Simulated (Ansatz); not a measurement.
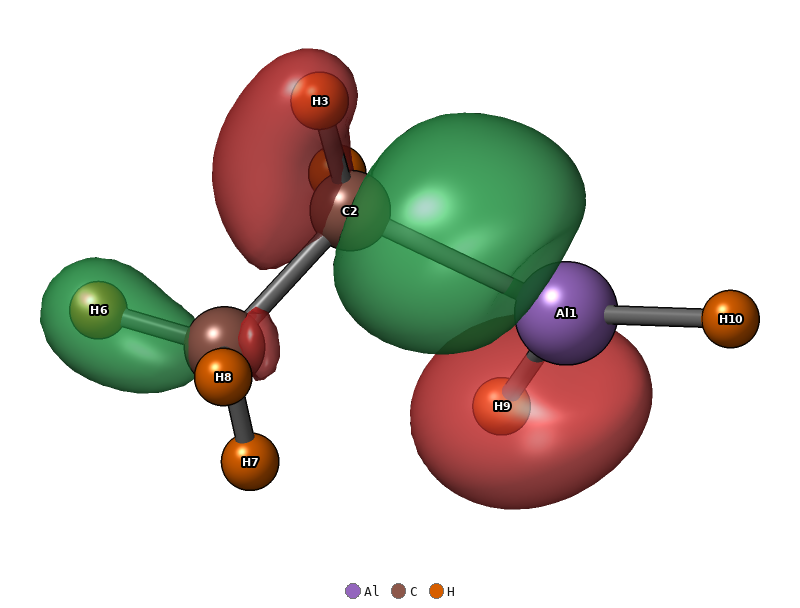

C₂H₇Al. One frontier orbital at ±0.15 Å⁻³ᐟ² (green and red are the two phases), seen across its widest extent.

Not at a stationary point (largest force 1.7 eV/Å).

All numbers below come from Ansatz, RKS PBE/6-31G*.

```xyz
10

Al    0.3417    0.0079    0.0378
C     1.0622   -0.0462    1.8523
H     0.4708   -0.3842    2.7281
H     1.9050   -0.7613    1.7510
C     1.6247    1.3648    2.1504
H     2.3047    1.3607    3.0229
H     2.2055    1.7754    1.3014
H     0.8162    2.0836    2.3782
H     1.8337    0.1998   -0.3728
H    -1.0593   -0.0103   -0.7413
```

Q: Which orbital is it: HOMO or LUMO?

A: The HOMO, at −5.71 eV. By Hirshfeld shares it lies mainly on C2 (about 35 %), Al1 (about 25 %), H9 (about 15 %) and C5 (about 5 %).
